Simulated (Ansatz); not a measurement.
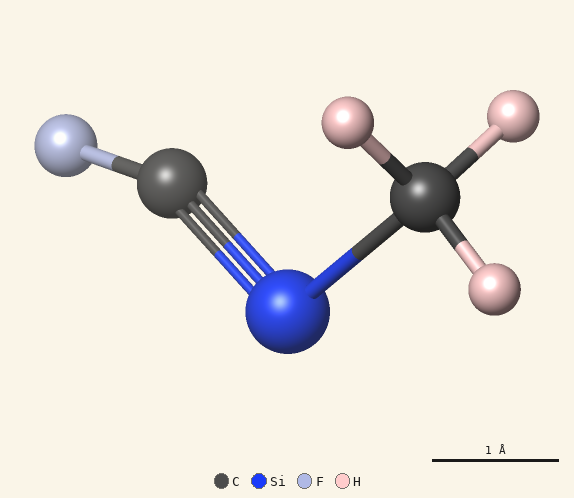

Question: What is the molecular formula?

Answer: C2H3FSi, 7 atoms: 2 carbon, 3 hydrogen, 1 fluorine and 1 silicon.

Question: Name some functional groups or characteristic bonds that it holds.

Answer: Among them: C–F bond.

More results for the same structure follow; atom numbers are the same in all pictures, views and colours differ. Computed geometry: PBE0-D4/def2-TZVP optimisation. No frequency run is at hand to confirm it as a minimum.

## Geometry

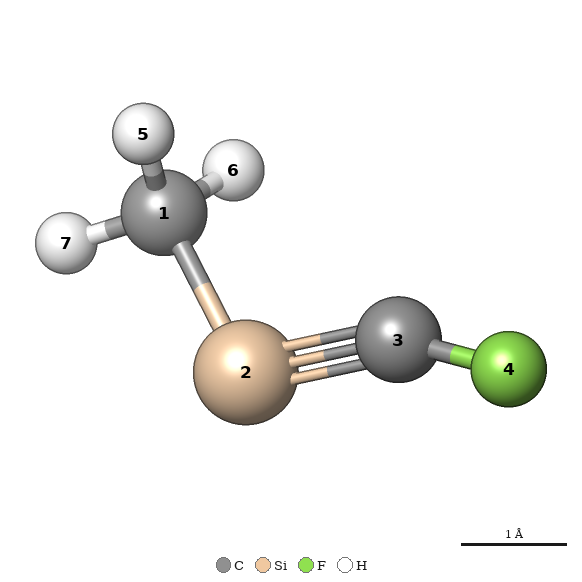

No frequency run is at hand to confirm it as a minimum.

Which atoms are bonded, and how long are the bonds?

```json
{"bond": "C1–Si2", "length (Å)": "1.900", "order": "single"}
{"bond": "C1–H5", "length (Å)": "1.090", "order": "single"}
{"bond": "C1–H6", "length (Å)": "1.089", "order": "single"}
{"bond": "C1–H7", "length (Å)": "1.090", "order": "single"}
{"bond": "Si2–C3", "length (Å)": "1.670", "order": "triple"}
{"bond": "C3–F4", "length (Å)": "1.276", "order": "single"}
```

## Charges

The questions are on Mulliken charges. No frequency run is at hand to confirm it as a minimum. Level of theory: RKS PBE0-D4/def2-TZVP (Ansatz 0.2.0).

Question: Which atom carries the highest charge (most positive or least negative)?

Answer: H5, H6 (0.16 e).

Question: And the lowest?

Answer: C1 (−0.47 e).

Give the Mulliken charges atom by atom.

```
atom  value (e)
  C1      −0.47
 Si2      −0.02
  C3       0.10
  F4      −0.08
  H5       0.16
  H6       0.16
  H7       0.15
```

## Electronic properties

No frequency run is at hand to confirm it as a minimum. Properties computed with RKS PBE0-D4/def2-TZVPP (Ansatz 0.2.0).

Question: Estimate the HOMO–LUMO gap.

Answer: 3.50 eV.

Question: What is the dispersion correction?

Answer: −10.0 kJ/mol.

Question: Give the HOMO energy (Kohn–Sham orbital) at this level.

Answer: −6.18 eV.

## Dipole moment

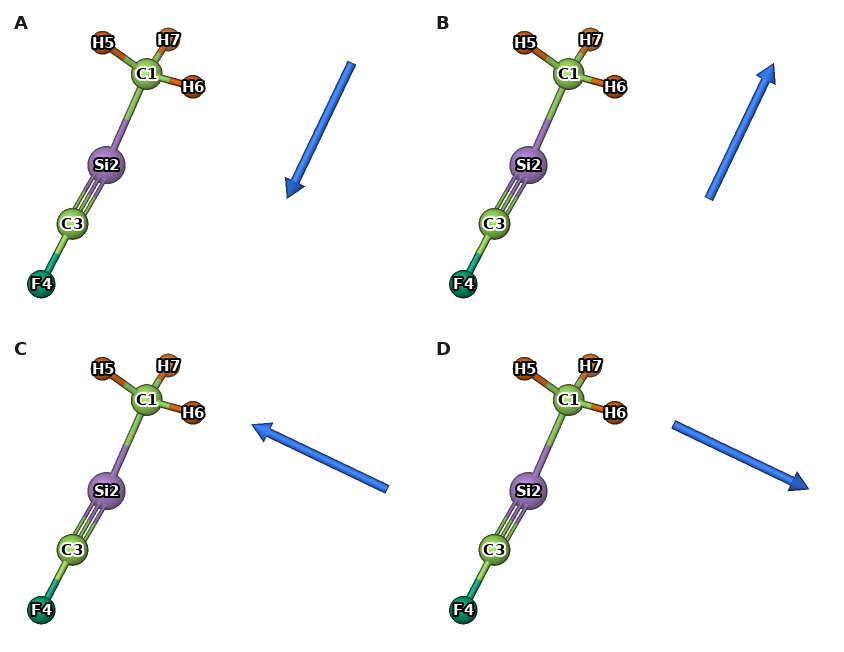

The same molecule four times, each with an arrow. No frequency run is at hand to confirm it as a minimum. Level of theory: RKS PBE0-D4/def2-TZVP (Ansatz 0.2.0).

Question: Which arrow points along the dipole moment, from the negative to the positive end?

Answer: B. The dipole moment is 1.81 D; it points from the side of F4 to the side of H7 (the outermost atoms at the two ends).

Mulliken values depend strongly on the basis set and can even reverse the polarity of a bond.
